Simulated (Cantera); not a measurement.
Charge: 1 mol CH3OH, 0.22 mol O2, 2.8 mol H2, at 0.000510 bar.

Method: chemical equilibrium by Gibbs-energy minimisation in Cantera with the NASA 1993 tables (ideal gas, pure condensed phases). Candidate condensed phases: C, C6H6, C7H8, C8H18, H2O; 110 gas species. The numbers say what is thermodynamically allowed, not how fast it happens.

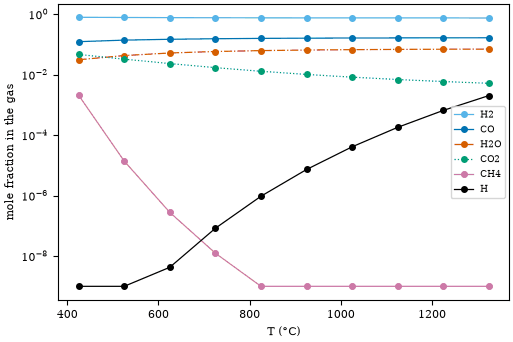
Fig. 1. Equilibrium gas composition (values under 1e-9 drawn at 1e-9)

From 425 °C to 1325 °C nothing is condensed. The main C-bearing gas is CO throughout.
